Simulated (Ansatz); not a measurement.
**Run report: BNH₆O₂, geometry relaxation (part 2 of 2)**

The same run, continued: BNH₆O₂; RKS B3LYP-D4/def2-mTZVP (Ansatz 0.2.0). It belongs to a series of runs on one base structure; here: end point A relaxed.

Geometry of the input (Å):
```
B  -0.0223  -0.3882  -0.1444
H  -0.0274  -0.7077  1.0047
O  1.1281  -0.3409  -0.8726
H  1.9162  -0.5607  -0.3630
O  -1.1770  -0.1113  -0.8152
H  -1.9653  -0.1776  -0.2638
N  -0.1015  2.0687  1.1211
H  0.8390  2.4513  1.1213
H  -0.4171  2.0308  0.1583
H  -0.0439  1.0997  1.4746
```

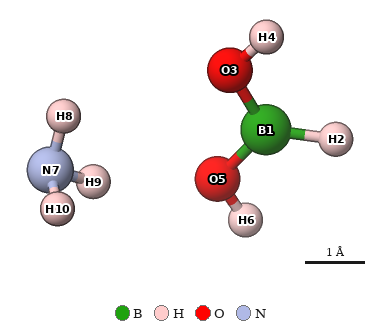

Fig. 1: The geometry at step 20 of the log (ball-and-stick view, seen at a tilt; atoms are numbered from 1 in the order of the input).

Trajectory as extended XYZ, continued:
```
10
Properties=species:S:1:pos:R:3:forces:R:3 step=9 energy=-6363.63995
B    -0.0111   -0.6458   -0.2548    0.0047   0.0201  -0.0292
H    -0.0662   -1.4473    0.6294   -0.0013  -0.0405   0.0234
O     1.1719   -0.2670   -0.8111    0.0018   0.0075   0.0006
H     1.9359   -0.7111   -0.4258   -0.0013  -0.0057   0.0008
O    -1.1336   -0.0574   -0.7600   -0.0003   0.0015   0.0002
H    -1.9475   -0.3773   -0.3533    0.0015   0.0044   0.0003
N    -0.0354    2.4863    1.1568    0.0005   0.0220   0.0165
H     0.9552    2.4198    0.9405   -0.0013  -0.0059  -0.0098
H    -0.5299    2.0997    0.3581   -0.0049  -0.0104  -0.0140
H    -0.2105    1.8641    1.9411    0.0005   0.0071   0.0112
10
Properties=species:S:1:pos:R:3:forces:R:3 step=10 energy=-6363.64041
B    -0.0070   -0.6766   -0.2687   -0.0036   0.0469   0.0319
H    -0.0791   -1.5617    0.5439    0.0156   0.1008  -0.1471
O     1.1855   -0.2451   -0.7708   -0.0310  -0.1221   0.0992
H     1.9433   -0.7318   -0.4219   -0.0564   0.0415  -0.0316
O    -1.1188   -0.0282   -0.7295    0.0062  -0.1067   0.0661
H    -1.9438   -0.3789   -0.3700    0.0690   0.0235  -0.0196
N    -0.0321    2.5255    1.1410   -0.1437  -0.2845   0.0426
H     0.9478    2.4020    0.8897   -0.1155  -0.0147   0.0737
H    -0.5700    2.0632    0.4033    0.1488   0.1251   0.2173
H    -0.1971    1.9956    2.0038    0.1106   0.1902  -0.3326
10
Properties=species:S:1:pos:R:3:forces:R:3 step=11 energy=-6363.64596
B    -0.0055   -0.6853   -0.2714    0.0227  -0.0028  -0.1182
H    -0.0815   -1.5988    0.4979    0.0010   0.0161   0.0017
O     1.1895   -0.2501   -0.7610   -0.0461  -0.0187   0.0700
H     1.9420   -0.7512   -0.4257    0.0061   0.0059  -0.0027
O    -1.1149   -0.0284   -0.7208    0.0290  -0.0171   0.0522
H    -1.9373   -0.3918   -0.3724   -0.0131   0.0063   0.0031
N    -0.0335    2.5489    1.1391   -0.0605  -0.1468   0.0156
H     0.9419    2.4019    0.8897   -0.0385   0.0079   0.0247
H    -0.5779    2.0627    0.4275    0.0569   0.0673   0.0737
H    -0.1939    2.0564    2.0180    0.0424   0.0818  -0.1201
10
Properties=species:S:1:pos:R:3:forces:R:3 step=12 energy=-6363.64696
B    -0.0051   -0.6859   -0.2716    0.0220  -0.0129  -0.0966
H    -0.0833   -1.6112    0.4819   -0.0010  -0.0026   0.0122
O     1.1910   -0.2447   -0.7511   -0.0402   0.0027   0.0462
H     1.9425   -0.7522   -0.4239    0.0141  -0.0034   0.0037
O    -1.1131   -0.0197   -0.7091    0.0227  -0.0005   0.0293
H    -1.9365   -0.3873   -0.3679   -0.0190   0.0003   0.0079
N    -0.0357    2.5472    1.1333   -0.0455  -0.1130   0.0119
H     0.9402    2.4023    0.8857   -0.0308   0.0076   0.0215
H    -0.5774    2.0520    0.4268    0.0429   0.0567   0.0575
H    -0.1937    2.0635    2.0167    0.0349   0.0651  -0.0935
10
Properties=species:S:1:pos:R:3:forces:R:3 step=13 energy=-6363.65181
B    -0.0055   -0.7353   -0.2932    0.0143   0.1117   0.0324
H    -0.0956   -1.7502    0.3454    0.0044   0.1010  -0.1201
O     1.1992   -0.2302   -0.6864   -0.0488  -0.1467   0.0803
H     1.9448   -0.7812   -0.4157   -0.0414   0.0516  -0.0315
O    -1.1054   -0.0023   -0.6446    0.0394  -0.1618   0.0654
H    -1.9333   -0.4079   -0.3574    0.0263   0.0377  -0.0242
N    -0.0369    2.5989    1.1279    0.0127   0.0498  -0.0312
H     0.9332    2.4380    0.8726    0.0239   0.0030  -0.0063
H    -0.5894    2.0867    0.4464   -0.0172  -0.0282  -0.0089
H    -0.1823    2.1476    2.0259   -0.0135  -0.0180   0.0441
10
Properties=species:S:1:pos:R:3:forces:R:3 step=14 energy=-6363.65400
B    -0.0090   -0.7546   -0.2999    0.0082   0.0511   0.0353
H    -0.1069   -1.8318    0.2388    0.0178   0.2399  -0.1611
O     1.1993   -0.2138   -0.6329   -0.0049  -0.2538   0.1161
H     1.9411   -0.7920   -0.4057   -0.0903   0.1157  -0.0512
O    -1.1048    0.0105   -0.5956   -0.0299  -0.2697   0.1087
H    -1.9351   -0.4228   -0.3528    0.0954   0.0998  -0.0503
N    -0.0411    2.6212    1.1117   -0.0256   0.0006  -0.0239
H     0.9345    2.4780    0.8662    0.0133   0.0000  -0.0079
H    -0.5762    2.0551    0.4568    0.0271   0.0150   0.0577
H    -0.1730    2.2144    2.0344   -0.0111   0.0014  -0.0233
10
Properties=species:S:1:pos:R:3:forces:R:3 step=15 energy=-6363.65886
B    -0.0104   -0.7696   -0.3092   -0.0126  -0.1341   0.1212
H    -0.1100   -1.8694    0.1683    0.0066   0.1233  -0.0969
O     1.1951   -0.2156   -0.6002    0.2019  -0.0858   0.0150
H     1.9345   -0.8043   -0.4007   -0.0297   0.0782  -0.0300
O    -1.1019    0.0025   -0.5688   -0.1972  -0.0684   0.0222
H    -1.9314   -0.4437   -0.3542    0.0289   0.0760  -0.0306
N    -0.0395    2.6454    1.1086   -0.0208   0.0054  -0.0061
H     0.9352    2.4965    0.8631    0.0159  -0.0011  -0.0065
H    -0.5755    2.0604    0.4721    0.0120   0.0020   0.0306
H    -0.1674    2.2619    2.0418   -0.0050   0.0046  -0.0191
10
Properties=species:S:1:pos:R:3:forces:R:3 step=16 energy=-6363.66691
B    -0.0131   -0.8041   -0.3168    0.0073   0.0948  -0.0275
H    -0.1178   -1.9539   -0.0128    0.0002  -0.0483  -0.0001
O     1.1985   -0.2123   -0.5095   -0.0343  -0.0173   0.0213
H     1.9429   -0.8113   -0.3804   -0.0006  -0.0108  -0.0039
O    -1.1062   -0.0038   -0.4861    0.0263  -0.0234   0.0121
H    -1.9432   -0.4625   -0.3485    0.0000  -0.0068  -0.0020
N    -0.0374    2.6822    1.0877   -0.0009   0.0134  -0.0071
H     0.9354    2.5178    0.8425   -0.0002  -0.0007  -0.0014
H    -0.5764    2.0516    0.4999    0.0011  -0.0058   0.0053
H    -0.1539    2.3602    2.0450    0.0011   0.0047   0.0032
10
Properties=species:S:1:pos:R:3:forces:R:3 step=17 energy=-6363.66543 accepted=F
B    -0.0156   -0.8354   -0.3320    0.0494   0.1288   0.0521
H    -0.1242   -2.0322   -0.1914    0.0419   0.3283  -0.0736
O     1.1993   -0.2091   -0.4135   -0.1317  -0.3481   0.0270
H     1.9463   -0.8224   -0.3623   -0.1254   0.1089  -0.0115
O    -1.1073   -0.0095   -0.4002   -0.0141  -0.3367   0.0148
H    -1.9501   -0.4837   -0.3447    0.1792   0.1046  -0.0122
N    -0.0359    2.7179    1.0664   -0.0806  -0.1103   0.0478
H     0.9345    2.5373    0.8208   -0.0102   0.0006   0.0154
H    -0.5784    2.0411    0.5297    0.0665   0.0862   0.0813
H    -0.1398    2.4601    2.0481    0.0249   0.0378  -0.1411
10
Properties=species:S:1:pos:R:3:forces:R:3 step=18 energy=-6363.67001
B    -0.0121   -0.8171   -0.3234    0.0054   0.0289  -0.0037
H    -0.1210   -1.9878   -0.1042    0.0001  -0.0042  -0.0170
O     1.2021   -0.2161   -0.4583   -0.0084  -0.0165   0.0044
H     1.9430   -0.8277   -0.3751   -0.0022  -0.0001   0.0062
O    -1.1022   -0.0053   -0.4465    0.0051  -0.0178   0.0094
H    -1.9407   -0.4721   -0.3532   -0.0024  -0.0029   0.0013
N    -0.0401    2.7011    1.0773   -0.0063  -0.0067   0.0024
H     0.9277    2.5222    0.8224   -0.0002   0.0022   0.0017
H    -0.5889    2.0420    0.5308    0.0034   0.0058   0.0031
H    -0.1389    2.4248    2.0512    0.0054   0.0112  -0.0078
10
Properties=species:S:1:pos:R:3:forces:R:3 step=19 energy=-6363.67205
B    -0.0130   -0.8303   -0.3285    0.0107   0.0058  -0.0188
H    -0.1222   -2.0183   -0.1968    0.0106   0.1002  -0.0198
O     1.2021   -0.2182   -0.4104   -0.0204  -0.0947   0.0155
H     1.9423   -0.8362   -0.3646   -0.0323   0.0374   0.0040
O    -1.1036   -0.0119   -0.4049   -0.0175  -0.0944   0.0215
H    -1.9423   -0.4873   -0.3521    0.0471   0.0347  -0.0022
N    -0.0389    2.7194    1.0680   -0.0220  -0.0351   0.0140
H     0.9264    2.5297    0.8105   -0.0044   0.0026   0.0068
H    -0.5930    2.0426    0.5476    0.0200   0.0278   0.0267
H    -0.1292    2.4747    2.0521    0.0081   0.0156  -0.0477
10
Properties=species:S:1:pos:R:3:forces:R:3 step=20 energy=-6363.67264
B    -0.0145   -0.8513   -0.3471    0.0273   0.0865   0.0934
H    -0.1223   -2.0495   -0.3061    0.0201   0.1861  -0.0519
O     1.2006   -0.2281   -0.3582   -0.0812  -0.2061  -0.0217
H     1.9402   -0.8495   -0.3528   -0.0386   0.0674   0.0016
O    -1.1063   -0.0275   -0.3580    0.0098  -0.2045  -0.0161
H    -1.9433   -0.5103   -0.3511    0.0628   0.0668  -0.0014
N    -0.0368    2.7456    1.0568   -0.0607  -0.0968   0.0534
H     0.9267    2.5399    0.8042   -0.0073   0.0035   0.0115
H    -0.5944    2.0393    0.5779    0.0517   0.0733   0.0530
H    -0.1211    2.5554    2.0552    0.0162   0.0236  -0.1217
10
Properties=species:S:1:pos:R:3:forces:R:3 step=21 energy=-6363.67504
B    -0.0144   -0.8543   -0.3353    0.0205   0.0765  -0.1263
H    -0.1209   -2.0495   -0.3714    0.0108   0.1070   0.0380
O     1.2003   -0.2332   -0.3286   -0.0894  -0.1170   0.0399
H     1.9395   -0.8528   -0.3495    0.0029   0.0244   0.0051
O    -1.1074   -0.0338   -0.3274    0.0570  -0.1216   0.0425
H    -1.9428   -0.5159   -0.3476   -0.0014   0.0241   0.0037
N    -0.0357    2.7496    1.0456   -0.0383  -0.0650   0.0420
H     0.9270    2.5327    0.7997   -0.0070   0.0023   0.0049
H    -0.5960    2.0332    0.5872    0.0339   0.0516   0.0285
H    -0.1209    2.5881    2.0480    0.0110   0.0177  -0.0783
10
Properties=species:S:1:pos:R:3:forces:R:3 step=22 energy=-6363.67830
B    -0.0143   -0.8593   -0.3469   -0.0023   0.0038   0.0003
H    -0.1151   -2.0457   -0.4584    0.0009  -0.0027  -0.0095
O     1.1966   -0.2407   -0.2791    0.0006  -0.0046   0.0033
H     1.9408   -0.8513   -0.3378   -0.0042   0.0032   0.0022
O    -1.1108   -0.0507   -0.2785    0.0013  -0.0033   0.0033
H    -1.9460   -0.5289   -0.3387    0.0034  -0.0003   0.0018
N    -0.0283    2.7573    1.0311    0.0002   0.0046  -0.0009
H     0.9285    2.5079    0.7942    0.0013  -0.0029  -0.0010
H    -0.6054    2.0408    0.5982   -0.0010  -0.0021   0.0014
H    -0.1172    2.6348    2.0367   -0.0001   0.0042  -0.0008
10
Properties=species:S:1:pos:R:3:forces:R:3 step=23 energy=-6363.67599 accepted=F
B    -0.0144   -0.8736   -0.3622   -0.0017   0.0634   0.0984
H    -0.1035   -2.0418   -0.6544    0.0211   0.2744   0.0345
O     1.1921   -0.2574   -0.1760   -0.0445  -0.2794  -0.0953
H     1.9451   -0.8497   -0.3177   -0.1493   0.1280   0.0304
O    -1.1198   -0.0862   -0.1761    0.0014  -0.2874  -0.1000
H    -1.9533   -0.5574   -0.3221    0.1723   0.1035   0.0331
N    -0.0122    2.7749    0.9965    0.0526  -0.0855   0.0853
H     0.9321    2.4494    0.7878   -0.1346   0.0461   0.0729
H    -0.6251    2.0478    0.6323    0.0300   0.0441   0.0294
H    -0.1122    2.7582    2.0128    0.0526  -0.0072  -0.1887
10
Properties=species:S:1:pos:R:3:forces:R:3 step=24 energy=-6363.67958
B    -0.0145   -0.8665   -0.3537   -0.0049  -0.0028   0.0254
H    -0.1096   -2.0448   -0.5541    0.0065   0.0725  -0.0042
O     1.1940   -0.2490   -0.2293   -0.0049  -0.0618  -0.0148
H     1.9424   -0.8507   -0.3278   -0.0454   0.0321   0.0054
O    -1.1151   -0.0682   -0.2293   -0.0047  -0.0643  -0.0170
H    -1.9494   -0.5432   -0.3308    0.0530   0.0236   0.0065
N    -0.0206    2.7665    1.0146    0.0135  -0.0189   0.0216
H     0.9304    2.4816    0.7910   -0.0348   0.0063   0.0187
H    -0.6143    2.0440    0.6144    0.0089   0.0102   0.0115
H    -0.1146    2.6943    2.0258    0.0129   0.0032  -0.0530
10
Properties=species:S:1:pos:R:3:forces:R:3 step=25 energy=-6363.67984
B    -0.0144   -0.8703   -0.3597   -0.0077  -0.0318   0.0404
H    -0.1029   -2.0350   -0.6479    0.0134   0.1696   0.0186
O     1.1895   -0.2562   -0.1798    0.0253  -0.1249  -0.0430
H     1.9411   -0.8471   -0.3187   -0.0633   0.0617   0.0149
O    -1.1181   -0.0862   -0.1803   -0.0411  -0.1236  -0.0453
H    -1.9496   -0.5570   -0.3229    0.0728   0.0492   0.0157
N    -0.0115    2.7705    0.9944    0.0261  -0.0684   0.0619
H     0.9317    2.4425    0.7912   -0.0873   0.0308   0.0473
H    -0.6248    2.0415    0.6353    0.0246   0.0392   0.0194
H    -0.1123    2.7614    2.0094    0.0373  -0.0019  -0.1299
10
Properties=species:S:1:pos:R:3:forces:R:3 step=26 energy=-6363.68155
B    -0.0140   -0.8692   -0.3578   -0.0076   0.0037   0.0068
H    -0.1002   -2.0254   -0.6599    0.0052   0.0535   0.0058
O     1.1885   -0.2564   -0.1749    0.0029  -0.0291  -0.0059
H     1.9393   -0.8438   -0.3193    0.0122   0.0036   0.0016
O    -1.1187   -0.0900   -0.1745   -0.0045  -0.0345  -0.0075
H    -1.9476   -0.5603   -0.3214   -0.0092   0.0032   0.0016
N    -0.0075    2.7671    0.9886    0.0137  -0.0317   0.0165
H     0.9305    2.4213    0.7977   -0.0350   0.0114   0.0151
H    -0.6301    2.0416    0.6415    0.0072   0.0136  -0.0015
H    -0.1114    2.7791    2.0009    0.0151   0.0063  -0.0324
10
Properties=species:S:1:pos:R:3:forces:R:3 step=27 energy=-6363.68274
B    -0.0144   -0.8653   -0.3581    0.0012  -0.0014  -0.0011
H    -0.0908   -2.0065   -0.7080    0.0011   0.0036  -0.0042
O     1.1844   -0.2548   -0.1459   -0.0014   0.0027   0.0041
H     1.9399   -0.8306   -0.3112    0.0012  -0.0008   0.0001
O    -1.1264   -0.1040   -0.1489   -0.0004   0.0007   0.0035
H    -1.9511   -0.5738   -0.3186   -0.0025  -0.0029  -0.0002
N     0.0049    2.7613    0.9745    0.0010  -0.0017  -0.0009
H     0.9278    2.3716    0.8011    0.0011  -0.0052  -0.0012
H    -0.6451    2.0493    0.6516   -0.0016   0.0003  -0.0003
H    -0.1004    2.8168    1.9844    0.0003   0.0048   0.0002
10
Properties=species:S:1:pos:R:3:forces:R:3 step=28 energy=-6363.68362
B    -0.0140   -0.8594   -0.3600   -0.0099   0.0073   0.0299
H    -0.0821   -1.9870   -0.7516    0.0013  -0.0044  -0.0168
O     1.1803   -0.2509   -0.1186   -0.0044   0.0079  -0.0025
H     1.9392   -0.8158   -0.3037    0.0125  -0.0049  -0.0019
O    -1.1315   -0.1143   -0.1233    0.0136   0.0006  -0.0045
H    -1.9521   -0.5830   -0.3133   -0.0146  -0.0079  -0.0034
N     0.0169    2.7517    0.9586    0.0190  -0.0424   0.0127
H     0.9245    2.3160    0.8061   -0.0576   0.0188   0.0137
H    -0.6610    2.0535    0.6615    0.0264   0.0228   0.0050
H    -0.0915    2.8534    1.9653    0.0138   0.0021  -0.0322
10
Properties=species:S:1:pos:R:3:forces:R:3 step=29 energy=-6363.66497 accepted=F
B    -0.0148   -0.8500   -0.3574   -0.0330   0.0152  -0.0700
H    -0.0504   -1.9268   -0.9055    0.0088   0.2574   0.1530
O     1.1650   -0.2435   -0.0284    0.0254  -0.2554  -0.0998
H     1.9394   -0.7685   -0.2795   -0.1583   0.1308   0.0629
O    -1.1547   -0.1607   -0.0440    0.0153  -0.2519  -0.1011
H    -1.9613   -0.6271   -0.3064    0.1423   0.0987   0.0554
N     0.0593    2.7303    0.9117    0.0767  -0.5763   0.2975
H     0.9093    2.1434    0.8248   -0.6473   0.4715   0.1967
H    -0.7128    2.0838    0.6996    0.3679   0.3058   0.0705
H    -0.0502    2.9833    1.9060    0.2022  -0.1958  -0.5650
10
Properties=species:S:1:pos:R:3:forces:R:3 step=30 energy=-6363.68396
B    -0.0161   -0.8643   -0.3617   -0.0001   0.0055   0.0125
H    -0.0769   -1.9869   -0.7683    0.0020  -0.0101  -0.0122
O     1.1745   -0.2518   -0.1118   -0.0052   0.0071   0.0039
H     1.9374   -0.8101   -0.3012    0.0044  -0.0029  -0.0022
O    -1.1383   -0.1287   -0.1195    0.0074   0.0153   0.0049
H    -1.9562   -0.5994   -0.3169   -0.0071  -0.0070  -0.0025
N     0.0251    2.7583    0.9586    0.0067  -0.0261   0.0014
H     0.9259    2.3084    0.8133   -0.0248   0.0063   0.0062
H    -0.6615    2.0678    0.6647    0.0103   0.0103   0.0040
H    -0.0851    2.8708    1.9636    0.0065   0.0015  -0.0158
```

Results in brief:

- outcome: converged
- total energy: −6363.6842 eV
- mean-field energy: −6363.5243 eV
- largest force (length of the vector) at the end: 0.027 eV/Å
- wall time: 57 s (CPU time 1.8 min)
- peak memory: 0.18 GiB
